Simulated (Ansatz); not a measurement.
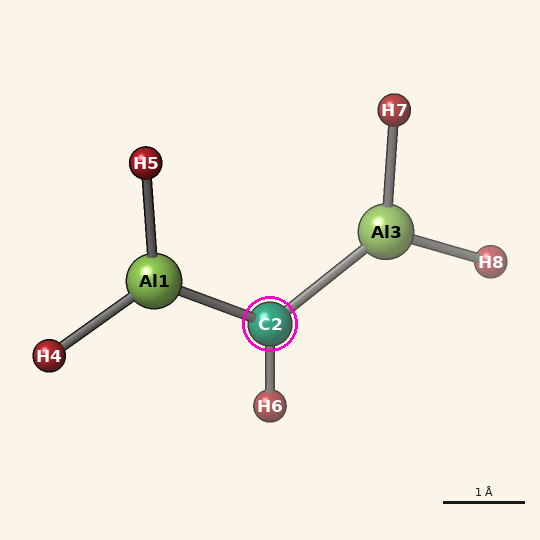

Orthographic view. Depth is shown by fading: the farther an atom, the more it takes the colour of the background. Charge −1, singlet. The geometry was computed by an optimisation with PBE-D4/def2-SVPD. No frequency run is at hand to confirm it as a minimum.

Which atoms are bonded to the circled atom?

Answer. The circled atom is C2; it is bonded to Al1, Al3, H6.

Which two atoms are farthest apart in space?

Answer. H4 and H8, 6.24 Å.

Which atom is farthest from the viewer?

Answer. H8, 1.6 Å behind the mean position.
